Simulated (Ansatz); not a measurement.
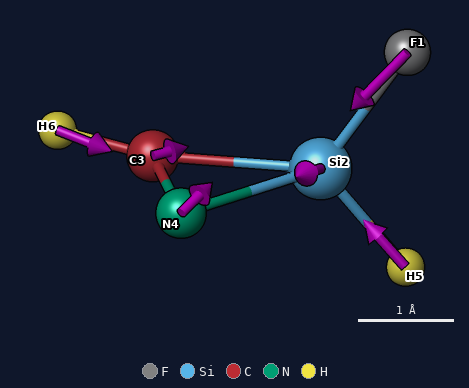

This is a relaxation of CH2FNSi. The starting structure is drawn; purple arrows show the displacements, 20 times their true length. The two geometries are superimposed by the best rigid fit.

A ball-and-stick model, seen at a tilt.

The start comes from PBE-D4/def2-SVP.

The calculation used Ansatz, RKS PBE0-D4/def2-TZVP. Settings: force threshold 0.005 eV/Å; at most 150 steps.

**Describe the change and its energy.**

Over 5 accepted moves (6 points after the start) the energy falls by 1.90 kcal/mol. Largest force component: 1.4 eV/Å at the start, 0.003 eV/Å at the end. The line search rejected the trial step at point 4 of the run. F1 moves most after the best rigid fit: 0.047 Å. Largest moves by element: F 0.047 Å, H 0.034 Å, Si 0.030 Å, N 0.028 Å, C 0.022 Å. Near-neighbour distances that change, for instance: Si2–N4 1.808 → 1.756 Å, F1–Si2 1.632 → 1.587 Å, Si2–C3 1.781 → 1.754 Å, C3–H6 1.112 → 1.091 Å. Bond angles that change, for instance: Si2–C3–H6 161.3° → 163.6°. The run took 20 s on 2 threads of Arm Neoverse V1 (shared host).
